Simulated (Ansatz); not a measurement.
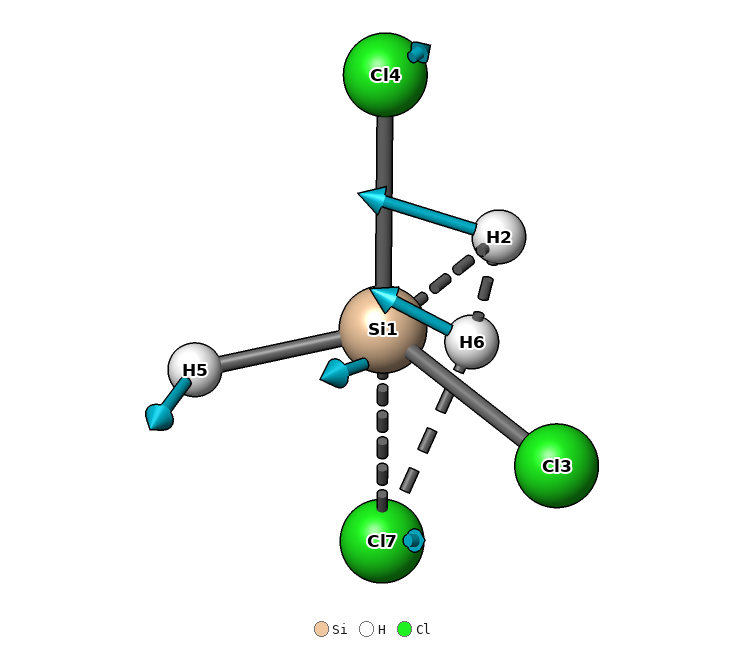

The arrows show one normal mode. Broken sticks mark bonds that form or break. Harmonic vibrations computed with RKS PBE0-D4/def2-TZVP (Ansatz 0.2.0) at a stationary point of the same level. It is a saddle point of order 1.

Estimate its harmonic wavenumber.

266 cm⁻¹; it is mode 4 of 15 counted from the lowest.
